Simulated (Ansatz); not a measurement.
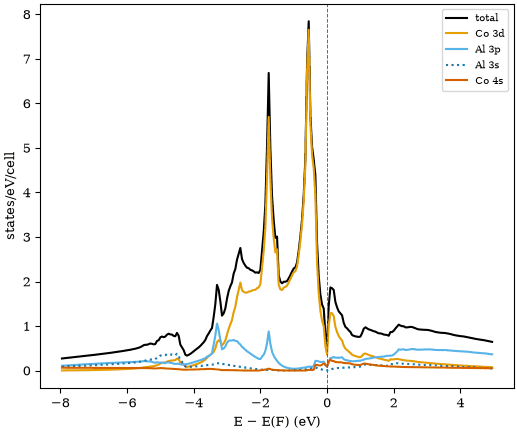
*Total and projected density of states of AlCo (rock salt, Fm-3m), PBEsol in the plane-wave PAW code Ansatz*

Question: Which orbitals carry the states next to the Fermi level?

Answer: Within 0.5 eV of the Fermi level: Co 3d 81 %, Al 3p 10 %, Co 4s 7 %. Projections are on Löwdin-orthogonalised atomic valence shells; empty p or d shells of many metals are not among them.

Question: Where is the tallest occupied peak in this window, and what makes it?

Answer: Near -0.5 eV, about 7.8 states/eV per cell; the largest projected share is Co 3d.

The start of the workflow was typed in or built on a structure type; neither database checked (COD, Materials Project) lists it. Its standing as an ambient phase is unchecked. The cell was relaxed with PBEsol under the symmetry of its start. At this level the phase is mechanically unstable. The workflow began spin-polarised and lost its moments. Its formation energy is positive at this level, so the cell may be metastable or incomplete.

Potentials: the earlier of the program's two PAW sets. The files were generated under PBE; for other functionals the program regenerates the frozen cores, and for LDA and PBEsol the local potential too.
